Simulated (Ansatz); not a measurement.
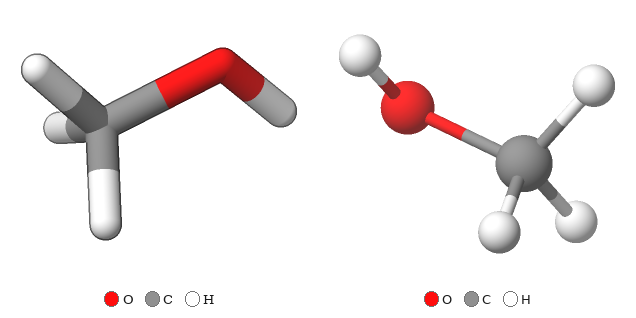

The same structure drawn twice, from different directions.

What does the picture show?

Formula CH4O. This geometry has Cs symmetry. Coordination: 1 O bent; 1 C tetrahedral.

More results for the same structure follow; atom numbers are the same in all pictures, views and colours differ. The computed structure is the end point of a PBE0-D4/def2-TZVP optimisation.

**Geometry**

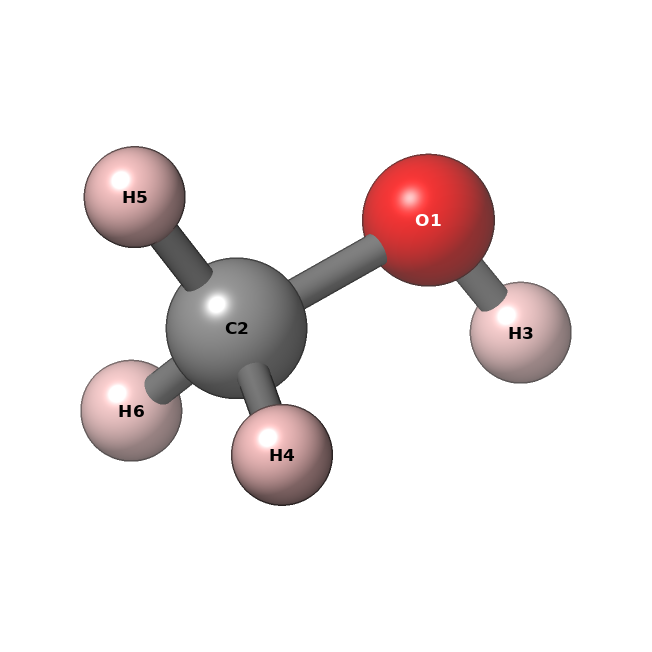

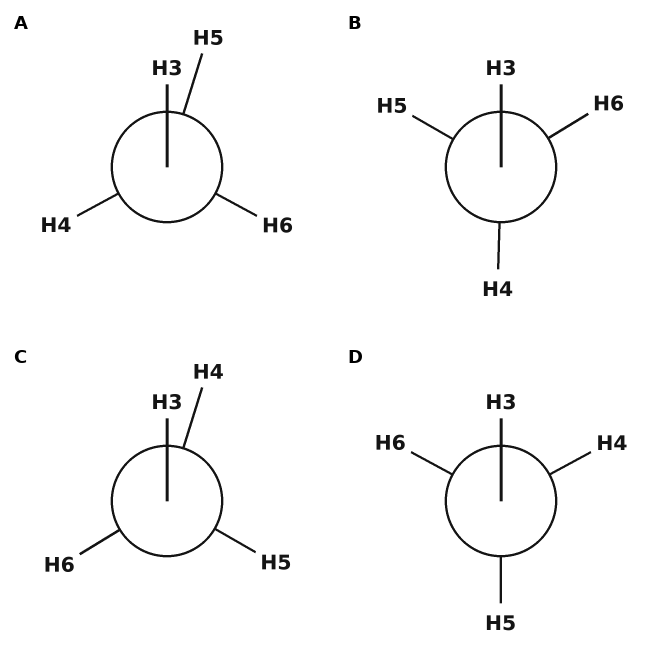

Atoms fade into the background with distance from the viewer. Bonds that would overlap in a projection are set slightly apart.

**Which Newman projection shows the view along O1–C2, with O1 in front?**

D. The torsion angle H3–O1–C2–H4 is 62°, synclinal (gauche).

**Dipole moment**

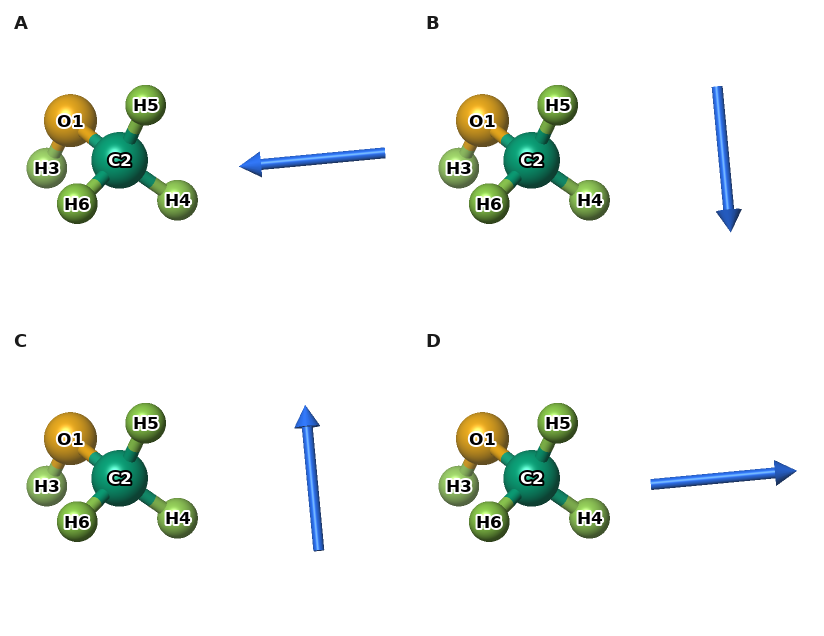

The same molecule four times, each with an arrow. Level of theory: RKS PBE0-D4/def2-TZVP (Ansatz 0.2.0).

**Which arrow points along the dipole moment, from the negative to the positive end?**

B. The dipole moment is 1.67 D; it points from the side of O1, H5 to the side of H4, H6 (the outermost atoms at the two ends).

**Electronic properties**

Level of theory: RKS PBE0-D4/def2-TZVPP (Ansatz 0.2.0).

What does the calculation give?

- HOMO energy (Kohn–Sham orbital): −7.89 eV
- LUMO energy (Kohn–Sham orbital): 1.10 eV
- HOMO–LUMO gap: 8.99 eV

**Vibrations**

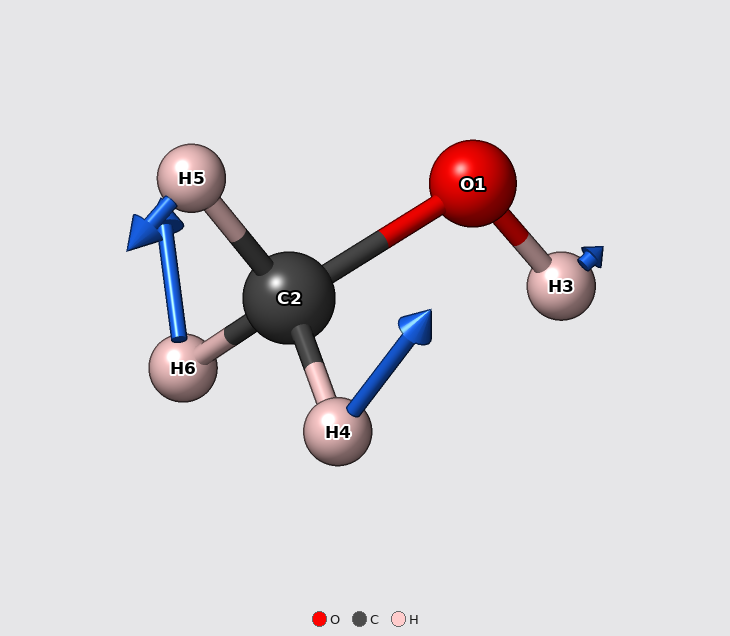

The arrows show one normal mode. Harmonic vibrations computed with RKS PBE0-D4/def2-TZVP (Ansatz 0.2.0) at a stationary point of the same level.

**What kind of motion is it?**

Mostly H–C–H bending.

**At what wavenumber does it lie?**

1506 cm⁻¹; it is mode 8 of 12 counted from the lowest.
